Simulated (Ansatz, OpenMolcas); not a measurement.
# CHP (methylidynephosphane): the vertical energy of the triplet above the singlet, rung by rung

CHP has 3 atoms, charge 0, and is taken as a singlet. As SMILES, `C#P`. The coordinates come from a GFN2-xTB relaxation.

```xyz
3

C    -0.1371    0.0598   -0.0664
P     1.1492   -0.5127    0.5742
H    -1.0121    0.4528   -0.5078
```

Each level gives the vertical energy of the triplet above the singlet (eV). The values are calculated.

```csv
level,kind,program,value (eV),less FCI/STO-3G
"HF/STO-3G, open shells restricted",Hartree–Fock,OpenMolcas,2.95,-1.12
B3LYP/STO-3G,global hybrid,OpenMolcas,4.38,+0.31
M06-2X/STO-3G,hybrid meta-GGA,OpenMolcas,4.45,+0.38
HSE06/STO-3G,range-separated hybrid,Ansatz,4.28,+0.21
B2PLYP/STO-3G,double hybrid,Ansatz,4.75,+0.68
MP2/STO-3G,perturbation theory,Ansatz,5.85,+1.78
"CASPT2(4,4)/STO-3G",multireference,OpenMolcas,4.14,+0.07
CCSD(T)/STO-3G,coupled cluster or CI,Ansatz,3.98,-0.09
"FCI/STO-3G, open shells restricted",exact in the basis,OpenMolcas,4.07,0.00
```

FCI/STO-3G, open shells restricted is exact within its basis and frozen core, so for wave-function methods in that basis the difference is their error; functionals converge differently with the basis, so for them it is only a difference. The values span 2.95 to 5.85 eV. Spin contamination of the reference (⟨S²⟩ at least 0.1 too high) touches MP2/STO-3G, CCSD(T)/STO-3G. All rows use very small basis sets, so none should be taken for the real molecule's value.

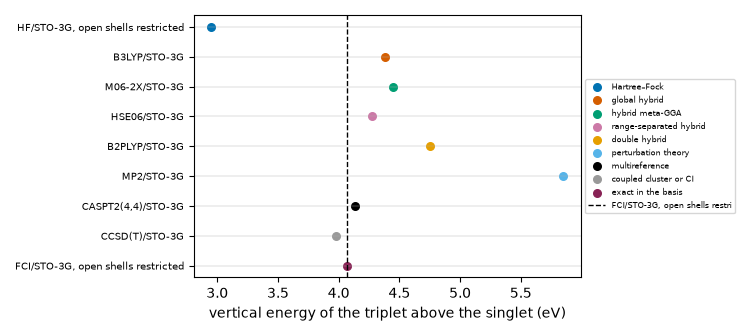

The values of the table, level by level.
